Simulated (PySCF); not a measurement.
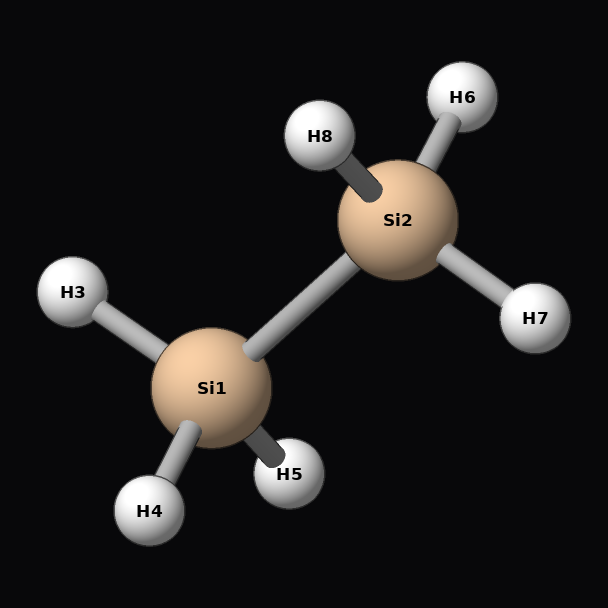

Computed geometry: PBE0-D3(BJ)/def2-SVP optimisation. No frequency run is at hand to confirm it as a minimum. Level of theory: GIAO PBE0/pcSseg-1 NMR shielding, non-relativistic, gas phase (PySCF 2.14.0). Principal shieldings σ11 ≤ σ22 ≤ σ33, span Ω = σ33 − σ11, skew κ = 3(σiso − σ22)/Ω.

Give the shielding tensors of the Si atoms.

```
    atom    σ11    σ22    σ33   σiso    Ω     κ
Si1, Si2  457.1  458.3  463.5  459.7  6.4  0.64
```

Shieldings and span in ppm.
